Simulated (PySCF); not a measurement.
Si(Cl)2(OH)(SiH3), SMILES O[Si]([SiH3])(Cl)Cl (H₄Cl₂OSi₂) at its CAM-B3LYP/def2-SVP optimised geometry (Å):

```
9

O     -1.2966    -1.7420    -1.3505
Si    -0.7374    -0.9910     0.0000
Si    -1.5541    -2.0910     1.8786
Cl     1.3318    -0.9910     0.0000
Cl    -1.3318     0.9910     0.0000
H     -1.0486    -1.4065    -2.2205
H     -1.0756    -3.4990     1.8763
H     -1.0459    -1.3902     3.0874
H     -3.0407    -2.0581     1.8669
```

Level of theory: CAM-B3LYP/def2-TZVP in PySCF 2.14.0. Cells within 0.4 Å of a nucleus heavier than hydrogen are left out (blank, or x).

Map of the Laplacian of the electron density (e/bohr⁵), clipped to [-1.50, 1.50] on the plane z = 0.0 Å:

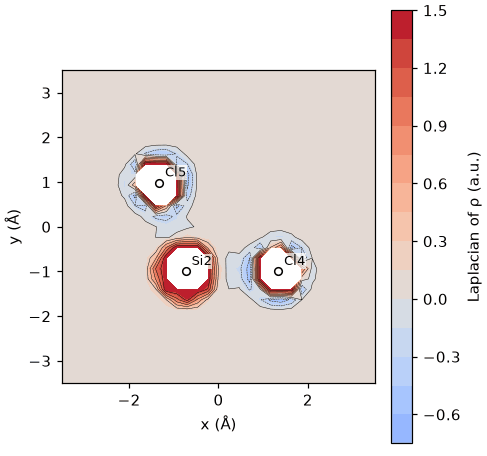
*Laplacian of the electron density (e/bohr⁵), clipped to [-1.50, 1.50] on the plane z = 0.0 Å.*
